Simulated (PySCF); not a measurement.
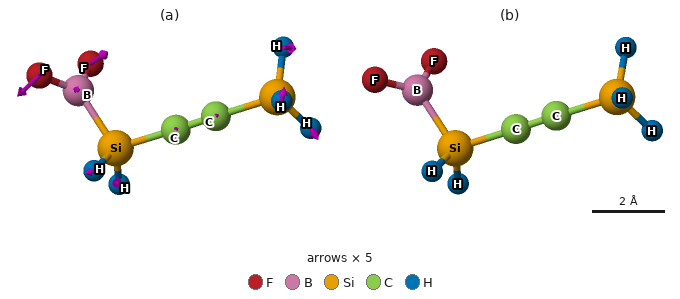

The structure of C₂H₅BF₂Si₂ before (left) and after (right) a relaxation, at one scale. The purple arrows give the displacements, 5 times their true length.

A ball-and-stick model, seen at a tilt.

The start comes from GFN2-xTB. Its atoms were then displaced at random by about 0.01 Å.

All numbers below come from PBE0-D3(BJ)/def2-SVP geometry optimisation, gas phase in PySCF 2.14.0, density-fitted response routines. 

### What changed between the two?

After 13 geometry steps the energy has fallen by 0.111 eV. The largest move after the best rigid fit is that of an F atom, 0.19 Å. Largest moves by element: F 0.19 Å, H 0.11 Å, B 0.04 Å, C 0.02 Å, Si 0.02 Å. Some distances before and after: H–Si 1.448 → 1.495 Å, C–Si 1.859 → 1.836 Å, H–Si 1.469 → 1.491 Å, B–Si 2.013 → 2.034 Å. Among the angles between lasting bonds that change: F–B–F 112.6° → 116.7°, F–B–Si 124.1° → 121.1°, B–Si–H 111.9° → 109.5°. The run took 100 s on 1 thread of Arm Neoverse V1, with other jobs on the host.
